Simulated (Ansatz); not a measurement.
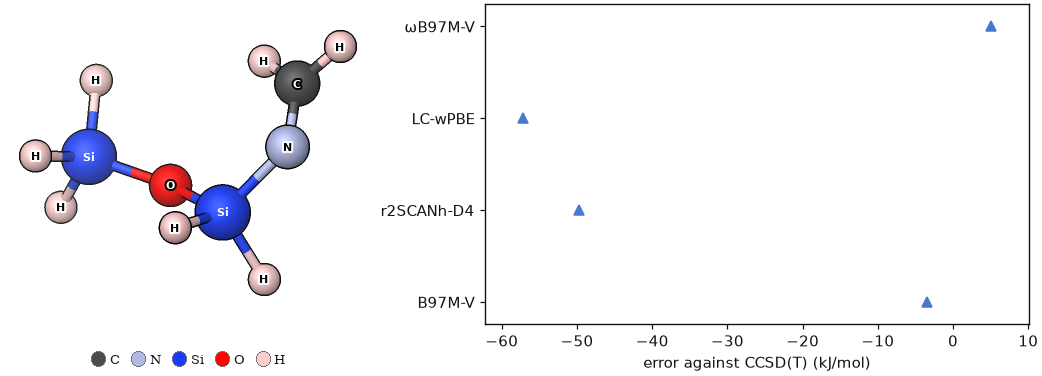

Error in the electronic atomisation energy (method less reference, so positive means overbinding) of CH₇NOSi₂, SMILES C=N[SiH2]O[SiH3]: functionals in def2-TZVPP against frozen-core CCSD(T) at the limit (MP2 extrapolated from triple and quadruple zeta, plus CCSD(T) less MP2 in a smaller set), which gives 4338.1 kJ/mol, at a PBE0-D4/def2-TZVP geometry (a minimum by its frequencies), no zero-point or spin-orbit term, the Ansatz code. The reference leaves out core correlation, a term that grows with the number of heavy atoms. No dispersion term is added to LC-wPBE.

> Which of these levels overbind, and which underbind?

Overbind: none clearly. Underbind: LC-wPBE and r2SCANh-D4. Within 25 kJ/mol of zero, too close to call in view of what the reference leaves out: ωB97M-V and B97M-V.

> Give the values.

```
     level  kJ/mol
   ωB97M-V     5.1
   LC-wPBE   −57.2
r2SCANh-D4   −49.7
    B97M-V    −3.4
```

Limits of at least one run: one conformer of a flexible molecule.
